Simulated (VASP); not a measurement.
Band structure of CoPtO2 (relaxed from the delafossite structure, space group R-3m). Level of theory: PBE GGA, VASP's PBE PAW potentials (set 64) (plane waves; VASP 6.6.1).

Unless said otherwise, spin-orbit coupling is left out, though it shifts the bands of the heavy elements here.

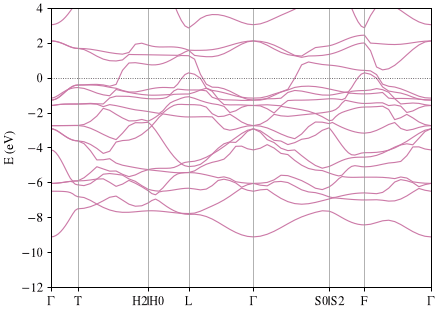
Figure: Bands along high-symmetry lines, zero at the valence-band maximum or, without a gap, the Fermi level

Task: Read the plot: is there a gap, and where are the band edges?

Result: It has no gap at this level: it comes out as a metal or semimetal. (Edges off the drawn lines would not show.)

The structure was generated: CoPtO2 was put into the delafossite type (R-3m), which need not be its known phase. It was relaxed first, which changed the volume by -14 %. The run is not spin-polarised, so no magnetic state was tried. The electron count is odd and the run is not spin-polarised, which forces a metal.
